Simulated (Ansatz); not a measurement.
## Electronic structure of BFGaH3O (SMILES [BH2][Ga]([OH])[F]) in real space

```
atom    x (Å)    y (Å)    z (Å)
   B  -0.9686   1.2133  -0.3097
  Ga   0.1239  -0.5051   0.0575
   O   1.8442  -0.5738   0.5025
   F  -0.5818  -2.1211  -0.0425
   H  -1.0394   1.6778  -1.4208
   H  -1.5563   1.7772   0.5800
   H   2.1780  -1.4683   0.6330
```

Theory: RKS PBE0/def2-SVP (Ansatz).

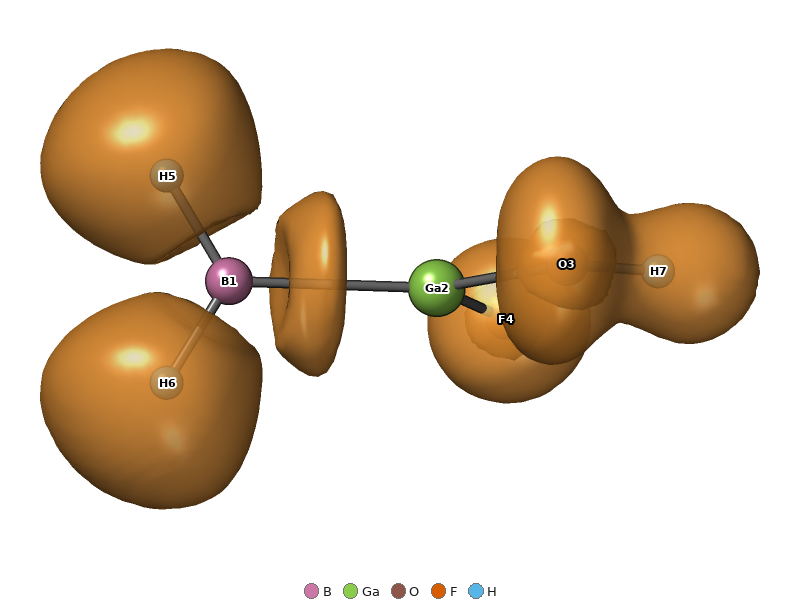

Figure 1. Isosurface of the ELF at 0.75 (orange), seen from one side. Only the valence region is drawn (cores and ρ < 0.01 e/Å³ removed).

Question: Identify the bonds, lone pairs and shells in this picture.

Answer: The surface consists of one region between bonded B–Ga atoms (shared pairs), two regions around hydrogen nuclei, one region wrapped around F (its valence shell) and one joined region spread over several atoms (H, O), in which their bonds and any lone pairs are merged. Along the contacts the grid gives the following. Ga–F (1.77 Å): the ELF peaks at about 0.85 in the valence shell of F, 0.5 Å from its nucleus, and is about 0.15 at the midpoint. Ga–O (1.78 Å): the ELF peaks at about 0.85 in the valence shell of O, 0.6 Å from its nucleus, and is about 0.25 at the midpoint.

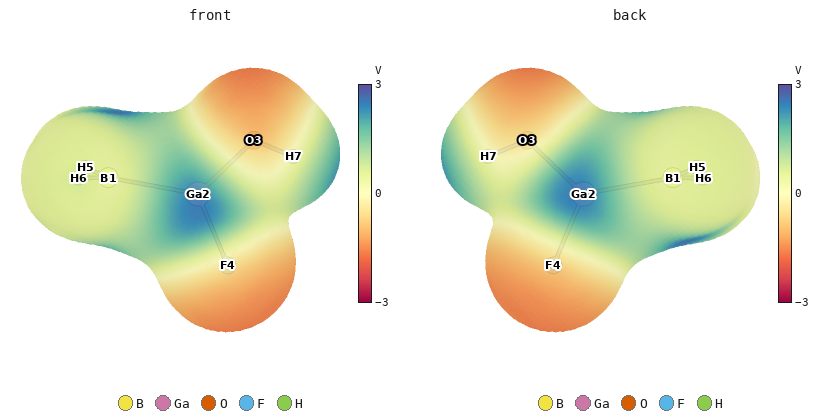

Figure 2. The molecular electrostatic potential painted on the density surface at 0.002 e/bohr³, seen from the front and from behind; red is negative and blue positive.

Question: Where is the surface potential most negative and most positive?

Answer: The most negative region (about −1.6 V) lies over O3 and F4, the most positive (about +2.6 V) over B1.

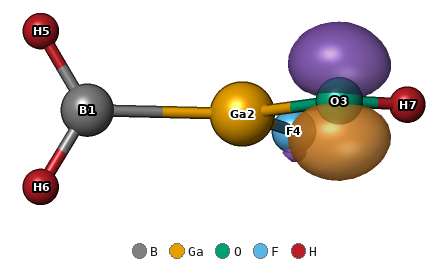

Figure 3. The HOMO−1 at ±0.3 Å⁻³ᐟ² (orange and purple are the two phases), seen from one side.

Question: Describe this orbital and give its energy.

Answer: It lies mainly on O3 (about 80 %) and Ga2 (about 10 %); largely a lone pair of O3. Its energy is −8.81 eV.
